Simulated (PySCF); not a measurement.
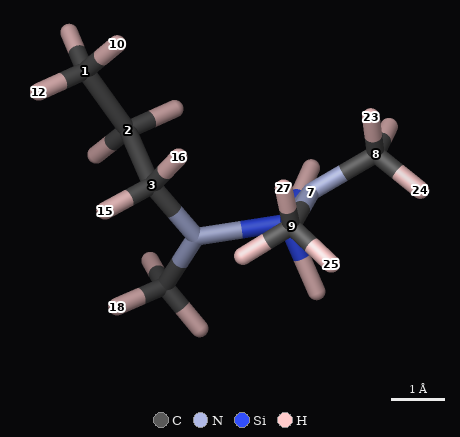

C$_{6}$H$_{18}$N$_{2}$Si, before the relaxation. The picture is a stick view, seen at a tilt.

The start comes from GFN2-xTB. Its atoms were then displaced at random by about 0.01 Å.

Level of theory: PBE0-D3(BJ)/def2-SVP geometry optimisation, gas phase (PySCF 2.14.0, density-fitted response routines).

```xyz
27

C     3.1156    1.0486    0.7702
C     2.2774   -0.0504    0.1275
C     1.0152    0.4956   -0.5839
N     0.1753   -0.5187   -1.0789
C     0.6637   -1.2643   -2.2064
Si   -1.0477   -1.2263   -0.0541
N    -1.8512    0.0719    0.7158
C    -2.6004   -0.1361    1.9149
C    -2.3654    1.1973   -0.0243
H     2.4961    1.5994    1.5168
H     3.9708    0.6718    1.2658
H     3.4221    1.7911    0.0190
H     1.9343   -0.7437    0.8867
H     2.8896   -0.5809   -0.5805
H     1.3408    1.1265   -1.4130
H     0.4735    1.1225    0.1409
H    -0.1176   -1.8660   -2.6218
H     1.0099   -0.5569   -2.9576
H     1.4977   -1.9211   -1.9158
H    -0.5795   -2.0473    1.0711
H    -1.8696   -2.0651   -0.9631
H    -2.1721   -0.9793    2.4774
H    -2.5957    0.7743    2.5142
H    -3.6687   -0.3871    1.6996
H    -3.4028    1.0433   -0.3092
H    -1.7952    1.3182   -0.9559
H    -2.2867    2.0939    0.5634
```

**What does the optimiser find from here?**

H26 moves most after the best rigid fit: 0.48 Å. By element the largest moves are H 0.48 Å, C 0.34 Å, N 0.24 Å, Si 0.06 Å. Near-neighbour distances that change, for instance: C1–H11 1.058 → 1.100 Å, C3–N4 1.407 → 1.447 Å, C9–H27 1.075 → 1.107 Å, Si6–H20 1.469 → 1.500 Å. Among the angles between lasting bonds that change: C5–N4–Si6 119.2° → 123.7°, C8–N7–C9 110.9° → 114.7°, H22–C8–H23 110.9° → 107.6°. The energy falls by 6.97 kcal/mol in 10 geometry steps. The run took 6.6 min on 1 thread of Intel(R) Xeon(R) Platinum 8259CL CPU @ 2.50GHz, with other jobs on the host.

Step by step:

```
step  E − E(0), kcal/mol
   0                0.00
   1               -6.28
   2               -6.54
   3               -6.63
   4               -6.74
   5               -6.79
   6               -6.86
   7               -6.91
   8               -6.94
   9               -6.96
  10               -6.97
```

The structure at the end:

```xyz
27

C     3.2446    1.0076    0.7858
C     2.3908   -0.0964    0.1846
C     1.0656    0.4222   -0.3691
N     0.2124   -0.5862   -0.9601
C     0.6335   -1.0929   -2.2408
Si   -1.0799   -1.2739   -0.0326
N    -2.0567    0.0037    0.6142
C    -2.6064   -0.0019    1.9429
C    -2.5725    1.0369   -0.2459
H     2.7198    1.5148    1.6118
H     4.1922    0.6174    1.1859
H     3.4935    1.7758    0.0354
H     2.1752   -0.8691    0.9425
H     2.9516   -0.6053   -0.6177
H     1.2694    1.2140   -1.1186
H     0.5031    0.9142    0.4440
H    -0.1324   -1.7655   -2.6547
H     0.7789   -0.2674   -2.9638
H     1.5815   -1.6634   -2.2024
H    -0.6796   -2.0583    1.1817
H    -1.7595   -2.1983   -0.9998
H    -2.1354   -0.7880    2.5517
H    -2.4340    0.9658    2.4526
H    -3.7004   -0.1827    1.9520
H    -3.6606    0.9338   -0.4323
H    -2.0566    1.0130   -1.2179
H    -2.4088    2.0413    0.1896
```

The end point in the same view:

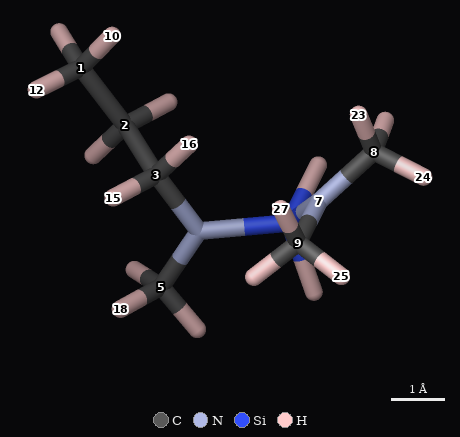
